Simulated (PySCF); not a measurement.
C3H5FS, SMILES `C=C(F)SC`.

Method: HF/cc-pVDZ; geometry: GFN2-xTB; program: PySCF. No frequency check shows the geometry to be a minimum. GFN2-xTB bond lengths at metals and heavier atoms can be off by up to 0.1 Å and shapes distorted, which carries into these values.

Geometry (Å), atoms numbered from 1:

```
C1       2.0495   -0.4652    0.0007
C2       0.8375    0.0635   -0.0001
F3       0.6628    1.3971   -0.0007
S4      -0.6640   -0.8637   -0.0004
C5      -1.8921    0.4780    0.0001
H6       2.9244    0.1582    0.0006
H7       2.1735   -1.5299    0.0011
H8      -2.8632   -0.0058    0.0030
H9      -1.7740    1.0812   -0.8920
H10     -1.7703    1.0842    0.8955
```

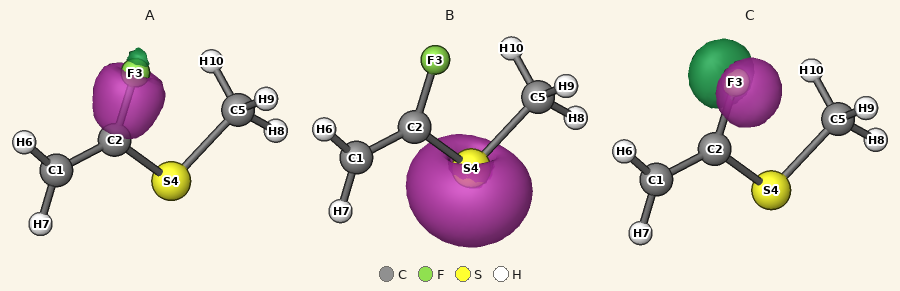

Intrinsic bond orbitals (IBO), occupied; each surface holds about 80 % of the orbital's density. Energies are diagonal elements of the Fock matrix.

Q: Name the orbitals, with their atomic make-up and energies.

A: By panel:
- A: σ bond F3–C2 (F3 70 %, C2 30 %; −32.2 eV)
- B: lone pair on S4 (sp0.5-type) (S4 99 %; −18.2 eV)
- C: lone pair on F3 (p-type) (F3 97 %; −18.3 eV)
